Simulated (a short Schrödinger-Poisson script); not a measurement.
Structure: MOS inversion layer, Si3N4 on p-type Si(100), at 300 K.

| layer | material | thickness (nm) | Na (cm⁻³) |
|---|---|---|---|
| 1 | Si3N4 | 4.5 | - |
| 2 | Si | 640 | 4.5e17 |

The device is made up for the run: typed textbook-type constants, with dimensions and the other settings drawn at random. Si3N4: permittivity 7.5, conduction-band edge (eV) 1.95, gap (eV) 5.1, electron mass (mₑ) 0.5. Si: permittivity 11.7, conduction-band edge (eV) 0, gap (eV) 1.124, Nv at 300 K (cm⁻³) 3.1e19.

Channel valleys (confinement mass, in-plane density-of-states mass, number): Δ2 0.916, 0.19, 2; Δ4 0.19, 0.417, 4. At the gate the conduction-band edge of layer 1 lies 2.27 eV − eVg above the Fermi level of the channel; the field vanishes at the back. Gaps are held at their typed values at every temperature. Mesh 0.03 nm at interfaces.

Solved with a short Schrödinger-Poisson script written for these runs: 1D Poisson equation in equilibrium, electrons quantum, Hartree (BenDaniel-Duke, 12 states a valley, the channel's in-plane mass for all, wave functions ending at the dielectric), parabolic valleys, classical holes, full ionisation, no traps, pinning or gate leakage.

Only gate voltages with over 1e8 electrons/cm² are shown.

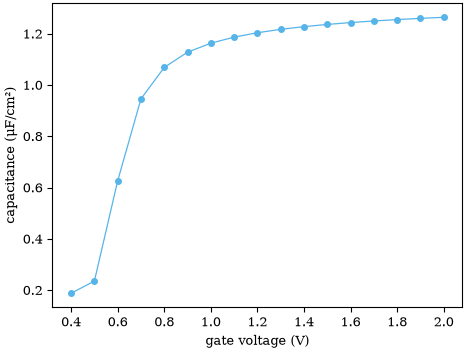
Figure: Quasi-static capacitance against gate voltage

| Vg (V) | electrons (cm⁻²) | C (μF/cm²) | Δ2 E0 (meV) | Δ2 E1 (meV) | Δ4 E0 (meV) | Δ4 E1 (meV) |
|---|---|---|---|---|---|---|
| 0.4 | 5.60e8 | 0.188 | 242.5 | 303.7 | 298.9 | 399.2 |
| 0.5 | 1.36e10 | 0.235 | 159.2 | 222.6 | 217.6 | 321.8 |
| 0.6 | 1.78e11 | 0.626 | 91.6 | 157.6 | 152.5 | 260.0 |
| 0.7 | 6.46e11 | 0.946 | 56.4 | 125.6 | 120.7 | 230.5 |
| 0.8 | 1.26e12 | 1.07 | 37.0 | 109.5 | 104.7 | 216.5 |
| 0.9 | 1.94e12 | 1.13 | 23.6 | 99.5 | 94.9 | 208.2 |
| 1 | 2.65e12 | 1.16 | 13.3 | 92.4 | 87.9 | 202.6 |
| 1.1 | 3.38e12 | 1.19 | 4.7 | 86.9 | 82.5 | 198.5 |
| 1.2 | 4.12e12 | 1.20 | -2.8 | 82.4 | 78.2 | 195.3 |
| 1.3 | 4.88e12 | 1.22 | -9.5 | 78.6 | 74.5 | 192.7 |
| 1.4 | 5.64e12 | 1.23 | -15.7 | 75.3 | 71.3 | 190.5 |
| 1.5 | 6.41e12 | 1.24 | -21.5 | 72.3 | 68.5 | 188.7 |
| 1.6 | 7.18e12 | 1.24 | -26.9 | 69.7 | 65.9 | 187.0 |
| 1.7 | 7.96e12 | 1.25 | -32.1 | 67.2 | 63.6 | 185.6 |
| 1.8 | 8.74e12 | 1.26 | -37.1 | 64.9 | 61.4 | 184.3 |
| 1.9 | 9.52e12 | 1.26 | -41.9 | 62.8 | 59.3 | 183.1 |
| 2 | 1.03e13 | 1.26 | -46.6 | 60.8 | 57.3 | 182.0 |

Subbands count from the Fermi level.
